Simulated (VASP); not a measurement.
# Sr: Sr into a neighbouring Sr vacancy, part 2 of 5

Wanted: the minimum-energy path in Sr for this move: Sr into a neighbouring Sr vacancy.

VASP 6.6.1; PBEsol; plane waves and PAW (Sr_sv).

So far. Step 2 (Relax the host): The run ended after 4 ionic steps, 0.013 eV below its first step, once forces and stress met EDIFFG = -0.02. Step 3 (Relax the host again, on a new basis): The start already met the threshold, so nothing moved.

## (4) Relax the start

System of this step: Sr. The cell holds 31 atoms: 31 Sr. Cell: a = 11.838 Å, b = 11.838 Å, c = 11.838 Å, α = 90.0°, β = 90.0°, γ = 90.0°. It derives from Sr. Nearest the centre at fractional (0.625, 0.125, 0.000): Sr1 at 2.11 Å, Sr2 at 3.61 Å, Sr12 at 3.63 Å, Sr8 at 3.65 Å, Sr23 at 3.66 Å, Sr3 at 4.67 Å, Sr4 at 4.67 Å, Sr5 at 4.68 Å.

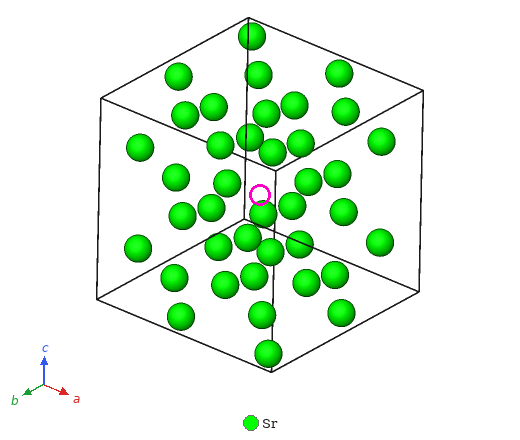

The cell of this step (strontium green). A ring marks the centre wherever it is empty. Some periodic images of atoms are drawn too.

A path needs two true minima; the start is relaxed with symmetry off.

The input, INCAR:

```
SYSTEM = Sr
PREC = Normal
ENCUT = 280
EDIFF = 1E-05
NELM = 120
ISMEAR = 1
SIGMA = 0.15
LREAL = Auto
ALGO = Fast
GGA = PS
NBANDS = 180
LORBIT = 11
LWAVE = .FALSE.
LCHARG = .FALSE.
KPAR = 6
IBRION = 2
NSW = 60
ISIF = 2
EDIFFG = -0.05
POTIM = 0.4
MAXMIX = 40
ISYM = 0
```

The input, POSCAR:

```
Sr
1.0
   11.8380366960      0.0000000000      0.0000000000
    0.0000000000     11.8380366960      0.0000000000
    0.0000000000      0.0000000000     11.8380366960
Sr
31
Direct
    0.7505838539      0.2513880987      0.0005582633
    0.7477983558      0.0015295710      0.2507541362
   -0.0009071660      0.0009817812      0.0006159339
    0.2504969278      0.2500480185      0.0009236548
    0.4987557834      0.4997247686     -0.0008145258
    0.7510117323      0.7500671093     -0.0004940967
    0.2486789896     -0.0004345184      0.2500137560
    0.4995343773      0.2521862811      0.2517008299
    0.7454195741      0.4968085700      0.2497047279
    0.4992867222      0.0003609433      0.5003671587
    0.7535780236      0.2481212750      0.4993620479
    0.7534512000      0.0010925849      0.7511202252
   -0.0008683980      0.4972156275      0.0002829266
    0.2501841760      0.7479264263     -0.0011542905
   -0.0001217156      0.2484038711      0.2498339759
    0.2501613156      0.5000601219      0.2491446358
    0.5010031192      0.7515055992      0.2505420634
   -0.0013823749      0.0012361041      0.4991528325
    0.2514853149      0.2481892480      0.5015449643
    0.4999661034      0.4978902770      0.4994696765
    0.7500914041      0.7504608726      0.4983406233
    0.2481291272      0.0003371919      0.7492114408
    0.5003978795      0.2512831849      0.7472144243
    0.7504297809      0.5020690035      0.7494973375
   -0.0013698464      0.7512708929      0.2504281901
    0.0015135670      0.4994167686      0.4974965135
    0.2498141402      0.7492467870      0.5013098858
    0.0003271368      0.2472447302      0.7479808086
    0.2514931345      0.5011484422      0.7489183285
    0.4999982281      0.7507527829      0.7507913548
    0.0014803843      0.7504333246      0.7498397904
```

The input, KPOINTS:

```
Automatic mesh
0
Monkhorst-Pack
2 2 2
0 0 0
```

Potentials, in the order of the species: Sr_sv (PBE family, release 64).

Command:

```bash
mpirun -np 6 vasp_std
```

What it wrote:

```text
[banner, memory and clock lines left out]
running    6 mpi-ranks, on    1 nodes
 distrk:  each k-point on    1 cores,    6 groups
 distr:  one band on    1 cores,    1 groups

 POSCAR found type information on POSCAR Sr
 POSCAR found :  1 types and      31 ions
 [... a notice as in an earlier step ...]

 [... a notice as in an earlier step ...]

 LDA part: xc-table for (Slater+PW92), standard interpolation
 POSCAR, INCAR and KPOINTS ok, starting setup
 FFT: planning ... GRIDC
 FFT: planning ... GRID_SOFT
 FFT: planning ... GRID
 WAVECAR not read
 entering main loop
       N       E                     dE             d eps       ncg     rms          rms(c)
DAV:   1     0.165078685943E+04    0.16508E+04   -0.11087E+05  1776   0.936E+02
DAV:   2     0.141856845384E+03   -0.15089E+04   -0.14802E+04  1584   0.282E+02
DAV:   3    -0.358926143616E+02   -0.17775E+03   -0.17449E+03  2112   0.563E+01
DAV:   4    -0.550584305159E+02   -0.19166E+02   -0.18945E+02  2176   0.192E+01
DAV:   5    -0.565273643705E+02   -0.14689E+01   -0.14616E+01  1952   0.402E+00    0.682E+01
RMM:   6    -0.559774338488E+02    0.54993E+00   -0.17870E+00  1776   0.224E+00    0.378E+01
RMM:   7    -0.559337999160E+02    0.43634E-01   -0.15156E+00  1784   0.227E+00    0.423E+00
RMM:   8    -0.559542233667E+02   -0.20423E-01   -0.48724E-01  2030   0.717E-01    0.162E+00
RMM:   9    -0.559504848703E+02    0.37385E-02   -0.13450E-01  1872   0.454E-01    0.683E-01
RMM:  10    -0.559552589920E+02   -0.47741E-02   -0.58691E-02  2109   0.208E-01    0.342E-01
RMM:  11    -0.559566736175E+02   -0.14146E-02   -0.26162E-02  2546   0.134E-01    0.203E-01
WARNING in EDDRMM: call to ZHEGV failed, returncode =   8  4    130
RMM:  12    -0.559579378984E+02   -0.12643E-02   -0.16294E-02  2465   0.908E-02    0.140E-01
RMM:  13    -0.559588168111E+02   -0.87891E-03   -0.90541E-03  2412   0.619E-02    0.485E-02
RMM:  14    -0.559594577562E+02   -0.64095E-03   -0.65526E-03  2306   0.457E-02    0.550E-02
RMM:  15    -0.559599038536E+02   -0.44610E-03   -0.45861E-03  1912   0.353E-02    0.353E-02
RMM:  16    -0.559602623917E+02   -0.35854E-03   -0.36018E-03  1740   0.301E-02    0.359E-02
RMM:  17    -0.559605372752E+02   -0.27488E-03   -0.28479E-03  1498   0.230E-02    0.119E-02
RMM:  18    -0.559607669813E+02   -0.22971E-03   -0.23471E-03  1269   0.189E-02    0.129E-02
RMM:  19    -0.559609556707E+02   -0.18869E-03   -0.19263E-03  1103   0.155E-02    0.195E-02
RMM:  20    -0.559611136925E+02   -0.15802E-03   -0.16185E-03  1072   0.138E-02    0.201E-02
RMM:  21    -0.559612481316E+02   -0.13444E-03   -0.13781E-03   987   0.117E-02    0.245E-02
RMM:  22    -0.559613609885E+02   -0.11286E-03   -0.11723E-03   865   0.106E-02    0.251E-02
RMM:  23    -0.559614604416E+02   -0.99453E-04   -0.10216E-03   689   0.949E-03    0.277E-02
RMM:  24    -0.559615467050E+02   -0.86263E-04   -0.88238E-04   608   0.878E-03    0.314E-02
RMM:  25    -0.559616220611E+02   -0.75356E-04   -0.78110E-04   616   0.826E-03    0.328E-02
RMM:  26    -0.559616892299E+02   -0.67169E-04   -0.68376E-04   508   0.770E-03    0.361E-02
RMM:  27    -0.559617488587E+02   -0.59629E-04   -0.61261E-04   528   0.736E-03    0.384E-02
RMM:  28    -0.559618023810E+02   -0.53522E-04   -0.54463E-04   508   0.700E-03    0.412E-02
RMM:  29    -0.559618501409E+02   -0.47760E-04   -0.48913E-04   486   0.669E-03    0.435E-02
RMM:  30    -0.559618934758E+02   -0.43335E-04   -0.44385E-04   507   0.645E-03    0.456E-02
RMM:  31    -0.559619324006E+02   -0.38925E-04   -0.40002E-04   502   0.616E-03    0.474E-02
RMM:  32    -0.559619675041E+02   -0.35103E-04   -0.36227E-04   488   0.588E-03    0.490E-02
RMM:  33    -0.559619994921E+02   -0.31988E-04   -0.33008E-04   503   0.569E-03    0.504E-02
RMM:  34    -0.559620284621E+02   -0.28970E-04   -0.30197E-04   496   0.540E-03    0.515E-02
RMM:  35    -0.559620542375E+02   -0.25775E-04   -0.27408E-04   523   0.525E-03    0.521E-02
RMM:  36    -0.559620773536E+02   -0.23116E-04   -0.25333E-04   571   0.509E-03    0.521E-02
RMM:  37    -0.559620973442E+02   -0.19991E-04   -0.22888E-04   613   0.494E-03    0.511E-02
RMM:  38    -0.559621170023E+02   -0.19658E-04   -0.21525E-04   521   0.466E-03    0.509E-02
RMM:  39    -0.559621343601E+02   -0.17358E-04   -0.19181E-04   539   0.452E-03    0.505E-02
RMM:  40    -0.559621517163E+02   -0.17356E-04   -0.18290E-04   464   0.430E-03    0.510E-02
RMM:  41    -0.559621674318E+02   -0.15715E-04   -0.16379E-04   460   0.419E-03    0.515E-02
RMM:  42    -0.559621831178E+02   -0.15686E-04   -0.15658E-04   422   0.402E-03    0.528E-02
RMM:  43    -0.559621955001E+02   -0.12382E-04   -0.14066E-04   486   0.404E-03    0.524E-02
RMM:  44    -0.559622091229E+02   -0.13623E-04   -0.13530E-04   413   0.383E-03    0.536E-02
RMM:  45    -0.559622197605E+02   -0.10638E-04   -0.11906E-04   433   0.381E-03    0.534E-02
RMM:  46    -0.559622267192E+02   -0.69587E-05   -0.12132E-04   725   0.420E-03    0.496E-02
RMM:  47    -0.559622357791E+02   -0.90599E-05   -0.10218E-04   478   0.365E-03    0.491E-02
RMM:  48    -0.559622455646E+02   -0.97855E-05   -0.10238E-04   426   0.350E-03    0.495E-02
RMM:  49    -0.559622540946E+02   -0.85300E-05   -0.87855E-05   406   0.343E-03
   1 F= -.55962254E+02 E0= -.55961280E+02  d E =-.559623E+02
 curvature:   0.00 expect dE= 0.000E+00 dE for cont linesearch  0.000E+00
 trial: gam= 0.00000 g(F)=  0.425E-02 g(S)=  0.000E+00 ort = 0.000E+00 (trialstep = 0.100E+01)
 search vector abs. value=  0.425E-02
 bond charge predicted
       N       E                     dE             d eps       ncg     rms          rms(c)
DAV:   1    -0.559654503237E+02   -0.32048E-02   -0.41619E-01  1648   0.144E+00    0.181E-01
RMM:   2    -0.559662523339E+02   -0.80201E-03   -0.10180E-02  1598   0.241E-01    0.144E-01
RMM:   3    -0.559663691426E+02   -0.11681E-03   -0.14805E-03  2495   0.818E-02    0.158E-01
RMM:   4    -0.559668706541E+02   -0.50151E-03   -0.11068E-03  2454   0.461E-02    0.278E-01
RMM:   5    -0.559667515834E+02    0.11907E-03   -0.34535E-04  2360   0.305E-02    0.258E-01
RMM:   6    -0.559668485264E+02   -0.96943E-04   -0.21925E-04  2232   0.226E-02    0.281E-01
RMM:   7    -0.559668942739E+02   -0.45748E-04   -0.13870E-04  2258   0.177E-02    0.298E-01
RMM:   8    -0.559670346890E+02   -0.14042E-03   -0.14922E-04  1840   0.142E-02    0.326E-01
RMM:   9    -0.559670939020E+02   -0.59213E-04   -0.10199E-04  1273   0.104E-02    0.337E-01
RMM:  10    -0.559671296317E+02   -0.35730E-04   -0.46163E-05   991   0.759E-03    0.341E-01
RMM:  11    -0.559671393095E+02   -0.96778E-05   -0.33578E-05   958   0.577E-03
   2 F= -.55967139E+02 E0= -.55966057E+02  d E =-.488521E-02
[...]
WARNING in EDDRMM: call to ZHEGV failed, returncode =   6  3    134
WARNING in EDDRMM: call to ZHEGV failed, returncode =   8  4    141
[...]
3 F= -.55976139E+02 E0= -.55974935E+02  d E =-.138846E-01
 curvature:  -2.97 expect dE=-0.551E-02 dE for cont linesearch -0.535E-02
 ZBRENT: increasing intervall
 opt :  10.0000  next Energy=   -55.984344 (dE=-0.221E-01)
 bond charge predicted
       N       E                     dE             d eps       ncg     rms          rms(c)
DAV:   1    -0.559566525117E+02    0.19487E-01   -0.14949E+01  1472   0.862E+00    0.934E-01
RMM:   2    -0.559791618277E+02   -0.22509E-01   -0.32022E-01  1577   0.141E+00    0.272E-01
RMM:   3    -0.559828266885E+02   -0.36649E-02   -0.46512E-02  2496   0.479E-01    0.274E-01
RMM:   4    -0.559844223420E+02   -0.15957E-02   -0.17850E-02  2496   0.247E-01    0.241E-01
RMM:   5    -0.559852542000E+02   -0.83186E-03   -0.81832E-03  2559   0.159E-01    0.241E-01
RMM:   6    -0.559856836795E+02   -0.42948E-03   -0.42197E-03  2568   0.111E-01    0.224E-01
RMM:   7    -0.559858927964E+02   -0.20912E-03   -0.20958E-03  2348   0.750E-02    0.224E-01
RMM:   8    -0.559861050567E+02   -0.21226E-03   -0.12588E-03  2392   0.605E-02    0.214E-01
RMM:   9    -0.559861018139E+02    0.32428E-05   -0.66219E-04  2356   0.446E-02    0.173E-01
RMM:  10    -0.559860805279E+02    0.21286E-04   -0.38329E-04  2207   0.324E-02    0.146E-01
RMM:  11    -0.559860449115E+02    0.35616E-04   -0.24716E-04  2242   0.260E-02    0.115E-01
RMM:  12    -0.559859904281E+02    0.54483E-04   -0.20429E-04  2325   0.221E-02    0.709E-02
RMM:  13    -0.559859662027E+02    0.24225E-04   -0.21289E-04  2305   0.208E-02    0.209E-02
RMM:  14    -0.559859770942E+02   -0.10892E-04   -0.14316E-04  1622   0.141E-02    0.869E-03
RMM:  15    -0.559859828333E+02   -0.57390E-05   -0.74410E-05  1139   0.104E-02
   4 F= -.55985983E+02 E0= -.55984135E+02  d E =-.237287E-01
 curvature:  -4.56 expect dE=-0.184E-02 dE for cont linesearch -0.511E-03
 trial: gam=-0.06773 g(F)=  0.403E-03 g(S)=  0.000E+00 ort = 0.690E-03 (trialstep = 0.280E+01)
 search vector abs. value=  0.329E-03
 reached required accuracy - stopping structural energy minimisation
```

Wall time 3.5 min (6 MPI ranks of Intel Xeon 6975P-C (Granite Rapids), shared host); peak memory 3.4 GiB.

From OUTCAR (step 4):

```text
 Found      4 irreducible k-points:

   k-points           NKPTS =      4   k-points in BZ     NKDIM =      4   number of bands    NBANDS=    180

   dimension x,y,z NGX =    48 NGY =   48 NGZ =   48
   dimension x,y,z NGXF=    96 NGYF=   96 NGZF=   96

   ENCUT  =  280.0 eV  20.58 Ry    4.54 a.u.  16.15 16.15 16.15*2*pi/ulx,y,z

   NELECT =     310.0000    total number of electrons

 E-fermi :   1.5161

 k-point     1 :       0.2500    0.2500    0.2500
  band No.  band energies     occupation
    ...
    152       1.3765      2.03284
    153       1.3827      2.01910
    154       1.4823      1.37090
    155       1.4834      1.35917
    156       1.4921      1.26759
    157       1.7553     -0.04665
    158       1.7820     -0.03100
    159       1.7829     -0.03056
    160       1.8235     -0.01359
    161       1.8247     -0.01324
    ...

 k-point     2 :      -0.2500    0.2500    0.2500
  band No.  band energies     occupation
    ...
    152       1.3762      2.03333
    153       1.3826      2.01934
    154       1.4828      1.36615
    155       1.4833      1.36118
    156       1.4925      1.26240
    157       1.7554     -0.04660
    158       1.7820     -0.03100
    159       1.7831     -0.03045
    160       1.8236     -0.01358
    161       1.8240     -0.01344
    ...

  Total       -2.3295612     -2.3136928     -2.3368894      0.0133891     -0.0081835     -0.0239410
  in kB       -2.2498091     -2.2344839     -2.2568864      0.0129307     -0.0079033     -0.0231214
  external PRESSURE =      -2.2470598 kB  Pullay stress =       0.0000000 kB

  energy-cutoff  :      280.00
  volume of cell :     1658.97
      direct lattice vectors                 reciprocal lattice vectors
    11.838036696  0.000000000  0.000000000     0.084473467  0.000000000  0.000000000
     0.000000000 11.838036696  0.000000000     0.000000000  0.084473467  0.000000000
     0.000000000  0.000000000 11.838036696     0.000000000  0.000000000  0.084473467

 POSITION                                       TOTAL-FORCE (eV/Angst)
 -----------------------------------------------------------------------------------
      8.86667      2.96133     11.83342        -0.009380     -0.016326     -0.001511
      8.85340      0.01479      2.94659         0.004176     -0.015743     -0.011852
     11.83751      0.00551      0.00928        -0.002722     -0.003345     -0.011618
      2.97128      2.95061     11.83326         0.017254     -0.010955      0.003080
      5.91509      5.92036     11.82851         0.006393     -0.000208      0.004630
      8.87965      8.87969      0.00387        -0.013869      0.007523     -0.008828
      2.96259     11.83042      2.95483         0.020834      0.002099     -0.014455
      5.90800      2.95507      2.96886         0.003782     -0.010589     -0.025574
      8.85397      5.90805      2.95037         0.013599      0.008121     -0.003890
      5.92070      0.00197      5.92655        -0.001984     -0.003852     -0.008989
      8.88503      2.94824      5.91823        -0.019892     -0.002788     -0.000613
      8.88673      0.00014      8.88741        -0.013229     -0.000536      0.007034
     11.83524      5.90220      0.00202         0.004506      0.017647      0.001424
      2.95745      8.87488     11.83493         0.009456      0.017905      0.004104
      0.00426      2.94317      2.95319        -0.002498      0.003340     -0.014701
      2.96988      5.92229      2.95169         0.006540     -0.002905     -0.010019
      5.91791      8.88922      2.95122        -0.000632      0.003247     -0.012082
     11.83738     11.83274      5.90773        -0.002311      0.001734      0.006712
      2.96538      2.94492      5.91816         0.007661     -0.003196      0.000651
      5.92114      5.91571      5.91904        -0.004474      0.014695      0.004246
      8.87173      8.88797      5.91348        -0.007069      0.006459     -0.001755
      2.95313     11.83493      8.88555         0.027543      0.005661      0.007888
      5.93236      2.95806      8.87013        -0.016094     -0.020980      0.019668
      8.88009      5.92760      8.87317        -0.007008     -0.008282      0.016164
     11.82288      8.88666      2.94850         0.012867      0.000539     -0.006823
      0.00786      5.91170      5.89993        -0.010756      0.013549      0.014112
      2.96653      8.88526      5.92019         0.009321      0.006485     -0.006411
      0.00981      2.95346      8.87822        -0.015709     -0.008401      0.013627
      2.96757      5.91514      8.87856         0.006106      0.006359      0.009232
      5.92583      8.89793      8.88592        -0.008580     -0.002890      0.014042
      0.00751      8.88648      8.88069        -0.013833     -0.004363      0.012505
 -----------------------------------------------------------------------------------
    total drift:                               -0.001423     -0.004648     -0.012142

  FREE ENERGIE OF THE ION-ELECTRON SYSTEM (eV)
  ---------------------------------------------------
  free  energy   TOTEN  =       -55.9859828333 eV

  energy  without entropy=      -55.9804400422  energy(sigma->0) =      -55.98413524

 total charge
# of ion       s       p       d       tot
------------------------------------------
    1        2.068   5.667   0.140   7.876
    2        2.068   5.668   0.140   7.876
    3        2.067   5.672   0.148   7.886
    4        2.068   5.667   0.140   7.876
    5        2.066   5.672   0.147   7.886
    6        2.068   5.667   0.140   7.876
    7        2.068   5.667   0.141   7.876
    8        2.068   5.667   0.141   7.877
    9        2.066   5.672   0.146   7.883
   10        2.067   5.672   0.148   7.887
   11        2.066   5.672   0.146   7.883
   12        2.068   5.667   0.141   7.876
   13        2.066   5.671   0.146   7.883
   14        2.068   5.667   0.141   7.876
   15        2.066   5.672   0.146   7.883
   16        2.066   5.672   0.146   7.883
   17        2.068   5.667   0.140   7.876
   18        2.067   5.671   0.146   7.884
   19        2.066   5.672   0.146   7.883
   20        2.066   5.671   0.146   7.883
   21        2.066   5.672   0.145   7.883
   22        2.068   5.667   0.141   7.876
   23        2.068   5.667   0.141   7.876
   24        2.066   5.672   0.145   7.882
   25        2.066   5.672   0.145   7.883
   26        2.067   5.671   0.142   7.880
   27        2.066   5.672   0.146   7.883
   28        2.066   5.672   0.146   7.883
   29        2.066   5.672   0.145   7.883
   30        2.068   5.667   0.140   7.875
   31        2.066   5.672   0.145   7.883
--------------------------------------------------
tot         64.069 175.770   4.456 244.295

[... 1 part as in an earlier step ...]

[... 5 further parts left out ...]
```

Relaxation path:

```
step  energy less that of the first step (eV)  largest force (eV/Å)
   1                                   0.0000                0.1046
   2                                  -0.0049                0.0963
   3                                  -0.0139                0.0666
   4                                  -0.0237                0.0330
```

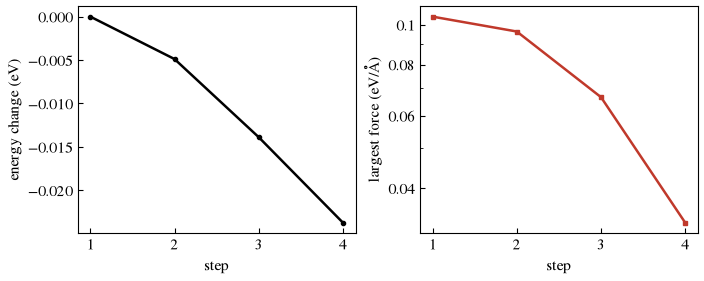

Energy and largest force along the relaxation.

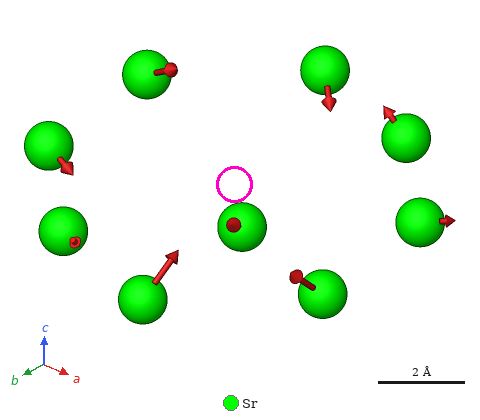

Displacements in the relaxation near the centre, exaggerated; the longest in the cell stands for 0.04 Å. A ring marks the centre wherever it is empty.

The atoms that moved most (Å):

```
atom      dx      dy      dz  length
 Sr9   0.030   0.027  -0.006   0.040
Sr11  -0.036   0.011   0.007   0.038
Sr28   0.006   0.027   0.024   0.036
Sr12  -0.033  -0.013  -0.004   0.035
 Sr8  -0.006  -0.030  -0.011   0.033
Sr23   0.009  -0.017   0.025   0.031
 Sr1  -0.019  -0.015  -0.011   0.026
Sr18   0.016  -0.020  -0.001   0.025
```

Final coordinates:

```cif
data_structure
_symmetry_space_group_name_H-M 'P 1'
_symmetry_Int_Tables_number 1
_cell_length_a 11.8380
_cell_length_b 11.8380
_cell_length_c 11.8380
_cell_angle_alpha 90.000
_cell_angle_beta 90.000
_cell_angle_gamma 90.000
_cell_volume 1658.97
loop_
_atom_site_label
_atom_site_type_symbol
_atom_site_fract_x
_atom_site_fract_y
_atom_site_fract_z
_atom_site_occupancy
Sr1 Sr 0.74900 0.25015 0.99961 1
Sr2 Sr 0.74788 0.00125 0.24891 1
Sr3 Sr 0.99996 0.00047 0.00078 1
Sr4 Sr 0.25099 0.24925 0.99960 1
Sr5 Sr 0.49967 0.50011 0.99920 1
Sr6 Sr 0.75009 0.75010 0.00033 1
Sr7 Sr 0.25026 0.99936 0.24960 1
Sr8 Sr 0.49907 0.24962 0.25079 1
Sr9 Sr 0.74793 0.49907 0.24923 1
Sr10 Sr 0.50014 0.00017 0.50064 1
Sr11 Sr 0.75055 0.24905 0.49993 1
Sr12 Sr 0.75069 0.00001 0.75075 1
Sr13 Sr 0.99976 0.49858 0.00017 1
Sr14 Sr 0.24983 0.74969 0.99974 1
Sr15 Sr 0.00036 0.24862 0.24947 1
Sr16 Sr 0.25088 0.50028 0.24934 1
Sr17 Sr 0.49991 0.75090 0.24930 1
Sr18 Sr 0.99994 0.99955 0.49905 1
Sr19 Sr 0.25050 0.24877 0.49993 1
Sr20 Sr 0.50018 0.49972 0.50000 1
Sr21 Sr 0.74943 0.75080 0.49953 1
Sr22 Sr 0.24946 0.99974 0.75059 1
Sr23 Sr 0.50113 0.24988 0.74929 1
Sr24 Sr 0.75013 0.50072 0.74955 1
Sr25 Sr 0.99872 0.75069 0.24907 1
Sr26 Sr 0.00066 0.49938 0.49839 1
Sr27 Sr 0.25059 0.75057 0.50010 1
Sr28 Sr 0.00083 0.24949 0.74997 1
Sr29 Sr 0.25068 0.49967 0.75000 1
Sr30 Sr 0.50058 0.75164 0.75062 1
Sr31 Sr 0.00063 0.75067 0.75018 1
```

This step gave:

```
electronic cycles       : 96
electrons               : 310
free energy (TOTEN)     : -55.9860 eV
energy at zero smearing : -55.9841 eV
Fermi energy            : 1.516 eV
```

The run ended after 4 ionic steps, 0.024 eV below its first step, once the forces on the free atoms met EDIFFG = -0.05.

[end of part 2 of 5]

[Lines on the potential files, build, host, timing and source positions are cut from VASP's logs without a mark.]

[Logs are printed without paths, hosts, clocks, repeated set-up lines and the standing remarks that a program may print on its own settings, such as how far it seeks lower states.]

[Hosts, paths, dates, database ids (printed as entryN), source tags and the programs' standing remarks are cut or masked in the printed files.]

[Runs that stopped without an error message from VASP are left out.]
